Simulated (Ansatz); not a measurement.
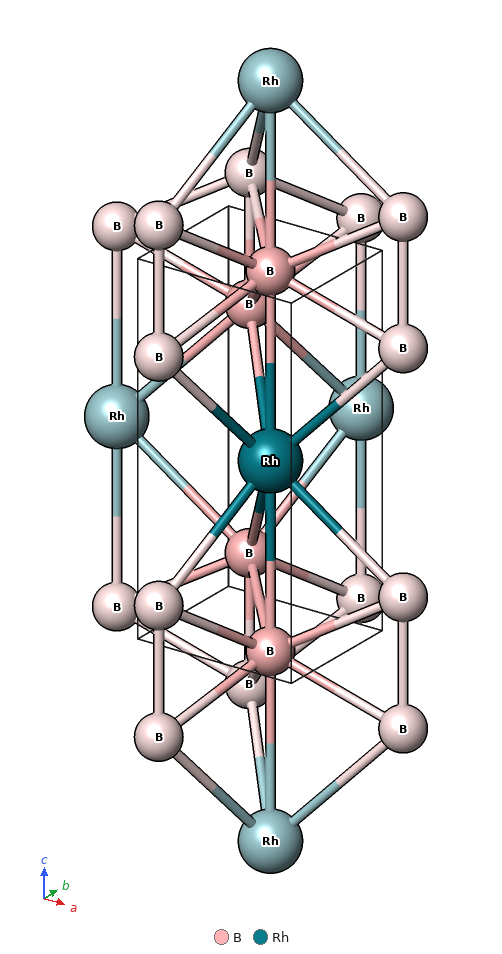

The figure gives a ball-and-stick picture of the atoms, viewed slightly off an axis. The edges of the conventional unit cell are marked. Periodic images bonded to atoms of the box are shown as well, in fainter colours.

B3Rh, space group P-6m2 (No. 187), a = 2.908 Å, b = 2.908 Å, c = 4.597 Å, α = 90.00°, β = 90.00°, γ = 120.00°. Starting structure: a structure type filled with these elements by a generator (whether the compound takes this form wasn't checked). Earlier steps of the study may have refined or changed the cell and positions. Ansatz was used for an electronic-structure calculation on it.

This one geometry was computed with Ansatz (DFT, plane waves, PAW) at three levels of theory: r2SCAN, PBE and LDA.

Q: Which level gives the highest pressure at this volume, and what does that say about its equilibrium volume?

A: Highest: PBE (0.0 GPa), which points to the largest equilibrium volume. Lowest, with the smallest volume: LDA (-11.7 GPa). Levels within 0.5 GPa of each other can't be told apart.

Q: How does the band gap change with the level of theory?

A: All levels give a metal.

Q: Collect the results in a table.

A:
| level | cutoff (eV) | k-mesh of the run's cell | gap (eV) | pressure (GPa) |
| --- | --- | --- | --- | --- |
| r2SCAN | 500 | 18×18×10 | metal | -2.8 |
| PBE | 420 | 18×18×10 | metal | 0.0 |
| LDA | 420 | 18×18×10 | metal | -11.7 |

Gaps are taken on the k-mesh or band path of each run.
